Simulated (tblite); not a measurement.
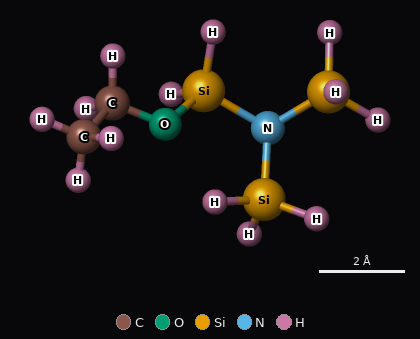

Figure 1. The structure as given in the input (ball-and-stick view, seen at a tilt).

# Geometry relaxation, with input and output: C2H13NOSi3 (part 1 of 2)

C2H13NOSi3, SMILES CCO[SiH2]N([SiH3])[SiH3], computed with GFN2-xTB geometry optimisation, gas phase (tblite 0.8.0).

It belongs to a series of runs on one base structure; here: H on Si replaced by OC2H5.

### Output
```
step      E/eV     max force
  0    -631.06470    2.876
  1    -631.27219    1.378
  2    -631.35292    0.842
  3    -631.39572    0.650
  4    -631.45545    0.426
  5    -631.48373    0.469
  6    -631.53167    0.473
  7    -631.55802    0.420
  8    -631.58139    0.339
  9    -631.60066    0.362
 10    -631.62220    0.408
 11    -631.64392    0.404
 12    -631.66542    0.325
 13    -631.68260    0.278
 14    -631.69286    0.205
 15    -631.69958    0.173
 16    -631.70463    0.126
 17    -631.70861    0.141
 18    -631.71298    0.137
 19    -631.71742    0.138
 20    -631.72088    0.136
 21    -631.72299    0.108
 22    -631.72419    0.065
 23    -631.72504    0.070
 24    -631.72593    0.063
 25    -631.72698    0.091
 26    -631.72815    0.092
 27    -631.72921    0.076
 28    -631.72997    0.057
 29    -631.73048    0.053
 30    -631.73086    0.044
 31    -631.73116    0.040
 32    -631.73140    0.032
 33    -631.73161    0.031
 34    -631.73183    0.037
 35    -631.73204    0.035
 36    -631.73223    0.036
 37    -631.73242    0.039
 38    -631.73264    0.031
 39    -631.73287    0.035
 40    -631.73309    0.037
 41    -631.73330    0.031
 42    -631.73351    0.035
 43    -631.73375    0.035
 44    -631.73400    0.035
 45    -631.73425    0.035
 46    -631.73449    0.040
 47    -631.73477    0.037
 48    -631.73511    0.049
 49    -631.73543    0.049
 50    -631.73569    0.053
 51    -631.73593    0.050
 52    -631.73621    0.042
 53    -631.73659    0.055
 54    -631.73708    0.048
 55    -631.73764    0.070
 56    -631.73829    0.074
 57    -631.73915    0.079
 58    -631.74027    0.098
 59    -631.74139    0.077
 60    -631.74231    0.089
 61    -631.74315    0.076
 62    -631.74377    0.084
 63    -631.74463    0.096
 64    -631.74549    0.058
 65    -631.74657    0.045
 66    -631.74683    0.043
 67    -631.74801    0.080
 68    -631.74909    0.099
 69    -631.75012    0.082
 70    -631.75062    0.069
 71    -631.75096    0.066
 72    -631.75143    0.048
 73    -631.75185    0.046
 74    -631.75239    0.046
 75    -631.75305    0.061
 76    -631.75383    0.075
 77    -631.75452    0.075
 78    -631.75550    0.072
 79    -631.75639    0.069
 80    -631.75738    0.088
 81    -631.75825    0.109
 82    -631.75941    0.138
 83    -631.76089    0.118
 84    -631.76351    0.095
 85    -631.76485    0.119
 86    -631.76623    0.115
 87    -631.76854    0.103
 88    -631.77013    0.111
 89    -631.77421    0.151
 90    -631.77838    0.106
 91    -631.78085    0.102
 92    -631.78292    0.088
 93    -631.78532    0.104
 94    -631.78684    0.096
 95    -631.78887    0.100
 96    -631.79137    0.102
 97    -631.79303    0.087
 98    -631.79439    0.056
 99    -631.79504    0.046
100    -631.79544    0.044
101    -631.79600    0.051
102    -631.79671    0.059
103    -631.79744    0.055
104    -631.79805    0.046
105    -631.79842    0.042
106    -631.79869    0.042
107    -631.79899    0.035
108    -631.79927    0.039
109    -631.79955    0.042
110    -631.79988    0.037
111    -631.80030    0.061
112    -631.80089    0.074
113    -631.80169    0.071
114    -631.80259    0.077
115    -631.80345    0.070
116    -631.80409    0.045
117    -631.80452    0.035
118    -631.80485    0.045
119    -631.80513    0.037
120    -631.80540    0.032
121    -631.80560    0.031
122    -631.80585    0.035
123    -631.80606    0.030
124    -631.80624    0.023
125    -631.80638    0.026
126    -631.80651    0.032
127    -631.80664    0.032
128    -631.80681    0.028
129    -631.80701    0.031
130    -631.80724    0.032
131    -631.80746    0.037
132    -631.80766    0.033
133    -631.80784    0.030
134    -631.80805    0.029
135    -631.80833    0.045
136    -631.80869    0.059
137    -631.80915    0.053
138    -631.80969    0.059
139    -631.81029    0.057
140    -631.81090    0.045
141    -631.81131    0.051
142    -631.81175    0.042
143    -631.81207    0.038
144    -631.81253    0.040
145    -631.81288    0.049
146    -631.81335    0.036
147    -631.81364    0.031
148    -631.81385    0.024
149    -631.81401    0.028
150    -631.81426    0.031
151    -631.81461    0.040
152    -631.81509    0.048
153    -631.81565    0.051
154    -631.81620    0.060
155    -631.81664    0.069
156    -631.81711    0.029
157    -631.81727    0.026
158    -631.81733    0.021
159    -631.81738    0.017
160    -631.81743    0.016
161    -631.81748    0.019
162    -631.81753    0.017
163    -631.81757    0.013
164    -631.81760    0.014
165    -631.81763    0.013
166    -631.81765    0.012
167    -631.81768    0.010
```

### Trajectory as extended XYZ (Å, eV, eV/Å), 11 of the 168 frames kept, from step=0 to step=167
```
20
Properties=species:S:1:pos:R:3:forces:R:3 step=0 energy=-631.06470
C     3.1932    0.6452   -0.1968    0.7610   0.8580   0.4370
C     2.2160   -0.5004   -0.0507    1.4320  -0.9740   0.0410
O     0.9541    0.0037   -0.1730   -2.3020  -1.6860   0.3620
Si   -0.2894   -1.1703   -0.0343    0.2630   1.3650  -0.2200
N    -1.8416   -0.3980   -0.4026    0.7260   0.6050   0.7990
Si   -1.6594    1.0952   -1.3660    0.5670  -0.1380   0.1840
Si   -2.9102   -0.2132    0.9839   -0.3120  -0.5370  -0.1990
H     3.1239    1.0378   -1.2179    0.0580  -0.0710   0.2740
H     2.9326    1.4823    0.4982    0.1750  -0.7440  -0.4790
H     4.2467    0.3460    0.0008   -0.7810   0.0970  -0.1330
H     2.4283   -1.2340   -0.8784   -0.1670   0.2960   0.5800
H     2.3536   -1.0705    0.9195   -0.0620   0.5980  -0.7250
H    -0.0466   -2.1906   -1.0522   -0.0430  -0.0340  -0.0150
H    -0.2446   -1.7116    1.3377    0.0050   0.1060  -0.2850
H    -2.5910    2.1678   -0.9574    0.1400  -0.3190  -0.0570
H    -1.8134    0.7225   -2.7625   -0.2440  -0.1330  -0.1850
H    -0.2450    1.5069   -1.2057   -0.6330   0.3270  -0.1200
H    -2.5397    0.8577    1.8883    0.1800   0.2240   0.2060
H    -3.0224   -1.4603    1.7755    0.1930   0.1730  -0.3050
H    -4.2501    0.0944    0.4808    0.0450  -0.0130  -0.1610
20
Properties=species:S:1:pos:R:3:forces:R:3 step=17 energy=-631.70861
C     3.2012    0.6667   -0.2086   -0.0230  -0.0630   0.0080
C     2.3126   -0.5639   -0.0561    0.0520   0.0550   0.0240
O     0.9632   -0.2048   -0.1418    0.1360  -0.0330  -0.0190
Si   -0.3072   -1.1902    0.0024    0.0830  -0.0060  -0.0210
N    -1.6411   -0.1043   -0.1629    0.0030   0.0290   0.0540
Si   -1.5967    1.1476   -1.3739   -0.0860   0.0090  -0.0140
Si   -2.9131   -0.1508    1.0144   -0.0730  -0.0390   0.0330
H     3.1167    1.0987   -1.2046   -0.0510  -0.0760   0.0720
H     2.9060    1.4174    0.5226    0.0310  -0.0370  -0.0510
H     4.2353    0.3782   -0.0298   -0.0230   0.0690  -0.0320
H     2.5430   -1.3114   -0.8291   -0.0060   0.0800   0.0830
H     2.4998   -1.0187    0.9262   -0.0100  -0.0620  -0.0710
H    -0.3031   -2.2099   -1.0533   -0.0260   0.0070  -0.0420
H    -0.3389   -1.8570    1.3060    0.0430   0.0420  -0.0170
H    -2.6711    2.0706   -1.0123   -0.0280   0.0740  -0.0090
H    -1.8996    0.5303   -2.6668    0.0520  -0.0460  -0.0730
H    -0.3283    1.8677   -1.4156    0.0250  -0.0170   0.0070
H    -2.6723    0.8615    2.0441   -0.0320   0.0260   0.0530
H    -2.9251   -1.4903    1.5857    0.0010  -0.0820   0.0710
H    -4.1865    0.0732    0.3407   -0.0690   0.0700  -0.0570
20
Properties=species:S:1:pos:R:3:forces:R:3 step=33 energy=-631.73161
C     3.2111    0.6578   -0.2058    0.0130  -0.0060   0.0060
C     2.3480   -0.5851   -0.0495    0.0090   0.0200  -0.0060
O     1.0027   -0.2202   -0.1573    0.0170   0.0030  -0.0080
Si   -0.2967   -1.1625   -0.0012   -0.0080   0.0160   0.0010
N    -1.6309   -0.0623   -0.1127   -0.0180   0.0210   0.0140
Si   -1.6146    1.1454   -1.3724   -0.0070   0.0010   0.0030
Si   -2.9387   -0.1543    1.0292   -0.0150  -0.0050   0.0060
H     3.0737    1.0807   -1.1981    0.0060   0.0040   0.0250
H     2.9155    1.3995    0.5319    0.0080   0.0020  -0.0100
H     4.2590    0.4102   -0.0617    0.0120  -0.0100  -0.0180
H     2.5944   -1.3235   -0.8233   -0.0280   0.0100   0.0100
H     2.5236   -1.0546    0.9271   -0.0040   0.0120  -0.0220
H    -0.3538   -2.1507   -1.0853   -0.0040  -0.0240  -0.0050
H    -0.2969   -1.8323    1.2981   -0.0070  -0.0130   0.0130
H    -2.6951    2.0846   -1.0633    0.0040  -0.0130  -0.0080
H    -1.8691    0.4819   -2.6584    0.0180  -0.0040   0.0140
H    -0.3427    1.8633   -1.4148   -0.0020  -0.0090   0.0080
H    -2.7528    0.8374    2.0959   -0.0020  -0.0060  -0.0130
H    -2.9504   -1.5027    1.5934   -0.0050   0.0000  -0.0120
H    -4.1915    0.0980    0.3157    0.0110   0.0010   0.0040
20
Properties=species:S:1:pos:R:3:forces:R:3 step=50 energy=-631.73569
C     3.2327    0.6549   -0.2156   -0.0060   0.0060  -0.0080
C     2.3395   -0.5672   -0.0644    0.0220  -0.0100   0.0030
O     0.9947   -0.1930   -0.1544    0.0330  -0.0130   0.0020
Si   -0.2997   -1.1430    0.0205    0.0090   0.0180   0.0050
N    -1.6392   -0.0493   -0.0875    0.0010  -0.0030   0.0080
Si   -1.6068    1.1385   -1.3650    0.0030  -0.0100   0.0180
Si   -2.9648   -0.1605    1.0308   -0.0040  -0.0080  -0.0120
H     3.0789    1.1084   -1.1908   -0.0080   0.0110  -0.0110
H     2.9931    1.3895    0.5483   -0.0060  -0.0070   0.0120
H     4.2754    0.3634   -0.1181   -0.0080   0.0110  -0.0010
H     2.5730   -1.2985   -0.8480   -0.0490  -0.0200  -0.0060
H     2.5197   -1.0491    0.9040   -0.0020  -0.0140   0.0090
H    -0.3661   -2.1371   -1.0598    0.0130  -0.0060   0.0100
H    -0.2877   -1.8157    1.3193   -0.0020   0.0160   0.0040
H    -2.7154    2.0587   -1.1093   -0.0080  -0.0080  -0.0090
H    -1.7964    0.4340   -2.6392    0.0070   0.0200  -0.0150
H    -0.3453    1.8750   -1.3694   -0.0100   0.0160  -0.0050
H    -2.7944    0.8116    2.1166    0.0080   0.0000   0.0050
H    -2.9904   -1.5212    1.5645    0.0020   0.0020  -0.0060
H    -4.2059    0.1114    0.3048    0.0060   0.0010  -0.0030
20
Properties=species:S:1:pos:R:3:forces:R:3 step=67 energy=-631.74801
C     3.2663    0.6169   -0.2642   -0.0110   0.0020  -0.0010
C     2.3241   -0.5651   -0.1082   -0.0010   0.0170  -0.0020
O     1.0009   -0.1119   -0.0611    0.0160  -0.0320  -0.0090
Si   -0.2856   -1.0642    0.1497   -0.0280  -0.0080  -0.0060
N    -1.6456   -0.0133   -0.0561   -0.0070  -0.0050   0.0140
Si   -1.5897    1.1497   -1.3587    0.0410  -0.0260   0.0630
Si   -3.0136   -0.1877    1.0028   -0.0010  -0.0030  -0.0440
H     3.0129    1.1737   -1.1620   -0.0030   0.0090  -0.0100
H     3.1705    1.2783    0.5930    0.0270   0.0040  -0.0170
H     4.2911    0.2639   -0.3395    0.0130   0.0250   0.0220
H     2.4364   -1.2574   -0.9519    0.0100  -0.0020   0.0270
H     2.5563   -1.1158    0.8122   -0.0080  -0.0110  -0.0320
H    -0.3002   -2.1264   -0.8662   -0.0260  -0.0220  -0.0070
H    -0.2719   -1.6678    1.4823   -0.0150   0.0290   0.0160
H    -2.8374    1.9096   -1.2772    0.0140  -0.0010  -0.0150
H    -1.5040    0.4134   -2.6247   -0.0070   0.0030  -0.0260
H    -0.4405    2.0462   -1.2268   -0.0340   0.0040   0.0230
H    -2.8744    0.6882    2.1697    0.0220   0.0120   0.0170
H    -3.0877   -1.5846    1.4280    0.0120  -0.0030  -0.0100
H    -4.2132    0.1648    0.2463   -0.0150   0.0070  -0.0020
20
Properties=species:S:1:pos:R:3:forces:R:3 step=84 energy=-631.76351
C     3.2762    0.5938   -0.3402   -0.0020   0.0420   0.0300
C     2.3248   -0.5857   -0.1946    0.0030   0.0190  -0.0260
O     1.0076   -0.1330   -0.0543   -0.0440  -0.0010  -0.0140
Si   -0.2926   -1.0202    0.3145    0.0330   0.0010   0.0110
N    -1.6565   -0.0232   -0.0674   -0.0300   0.0120   0.0710
Si   -1.5345    1.1773   -1.3283   -0.0420  -0.0310  -0.0200
Si   -3.0639   -0.2316    0.9328   -0.0040  -0.0050  -0.0210
H     2.9333    1.2526   -1.1356    0.0160  -0.0550   0.0240
H     3.3156    1.1624    0.5874   -0.0280  -0.0180  -0.0580
H     4.2759    0.2328   -0.5756   -0.0550   0.0290   0.0080
H     2.3797   -1.2266   -1.0817    0.0210  -0.0250  -0.0310
H     2.6180   -1.1927    0.6711   -0.0940   0.0020   0.0120
H    -0.3550   -2.2479   -0.4934    0.0250   0.0080   0.0270
H    -0.2893   -1.3542    1.7419    0.0460  -0.0090  -0.0380
H    -2.8967    1.6829   -1.5397    0.0770  -0.0250  -0.0020
H    -1.0467    0.5277   -2.5537    0.0080   0.0490   0.0780
H    -0.6620    2.2783   -0.9144    0.0200  -0.0100  -0.0210
H    -2.9036    0.4966    2.1946    0.0190   0.0040   0.0240
H    -3.2080   -1.6628    1.2093   -0.0060   0.0360  -0.0330
H    -4.2274    0.2843    0.2147    0.0370  -0.0240  -0.0210
```
